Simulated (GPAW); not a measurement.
In2Co3S2 (R-3m), S K edge of atom 6, with 3 Co at 2.17 Å (pyramidal, site symmetry 3m). Method: GPAW, LDA, excited-electron core hole (neutral cell), 7-atom cell with 5.3 Å between holes, 5×5×5 k points, dipole transitions, Gaussian full width 0.9 eV up to 4 eV, rising linearly to 3.5 eV at 25 eV.

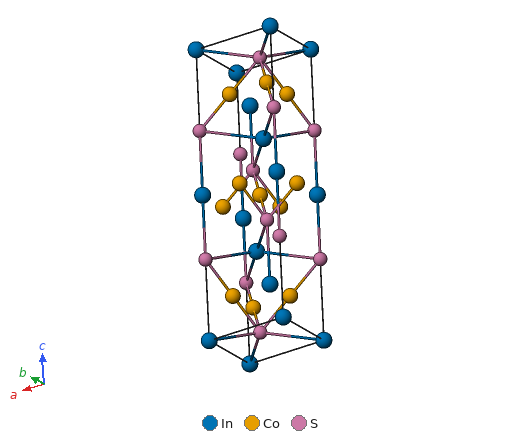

The structure (indium blue, cobalt orange, sulfur pink). Bonds to atoms that aren't drawn are left out. Some periodic images of atoms are drawn too.

```xyz
7
Lattice="2.6585 1.5349 4.5553 -2.6585 1.5349 4.5553 0.0000 -3.0698 4.5553" Properties=species:S:1:pos:R:3 pbc="T T T"
In    0.0000    0.0000    6.8329
In    0.0000    0.0000    0.0000
Co    1.3292    0.7674    2.2776
Co   -1.3292    0.7674    2.2776
Co    0.0000   -1.5349    2.2776
S     0.0000    0.0000    3.8128
S     0.0000    0.0000    9.8531
```

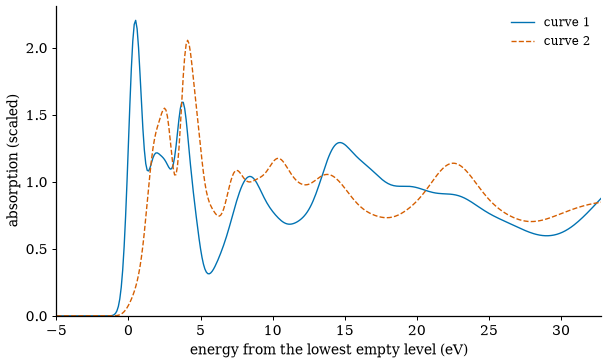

Energy from the lowest empty level; a common scale on which the isotropic spectrum has a mean of 1 over the first 20 eV.

Question: The curves are for the electric vector along different Cartesian axes of the cell as given, averaged over the symmetry-equivalent atoms. Which is which?

Curve 1: along x (⊥ c) (the other in-plane axis gives the same curve within 3 %), main maxima 0.5 eV (2.21), 3.7 eV (1.59) and 14.7 eV (1.29). Curve 2: along z (c), main maxima 2.5 eV (1.55), 4.1 eV (2.06) and 10.4 eV (1.18). A K edge sees empty p states; the first features are S p mixed into the empty d states of the Co neighbours, and the broad ones above probably into the cations' higher empty bands. Each direction probes the empty orbitals that point along it. The hole lies in one spin channel, while the script sums the empty states of both and takes the lower zero; where the two channels are split, this blurs and shifts the curve. The unit cell's mesh shows no gap over 0.35 eV. That is right for a metallic compound; for a small-gap or correlated insulator it would be the fault of the functional or of the assumed magnetic order, and the hole would be screened too well.

[Banner, clock and machine lines of the logs are left out without a mark of their own.]

[Logs are printed without paths, hosts, clocks, repeated set-up lines and the standing remarks that a program may print on its own settings, such as how far it seeks lower states.]

[Hosts, paths, dates, database ids (printed as entryN), source tags and the programs' standing remarks are cut or masked in the printed files.]

[Lists of maxima count a maximum above −3 eV only where it reaches 4 % of the highest in the window and stands out from its surroundings by 2 % of it (1.5 % where it reaches 55 %); shoulders and weaker maxima are passed over, and of the rest the first, up to two pre-edge ones and the few strongest are named.]
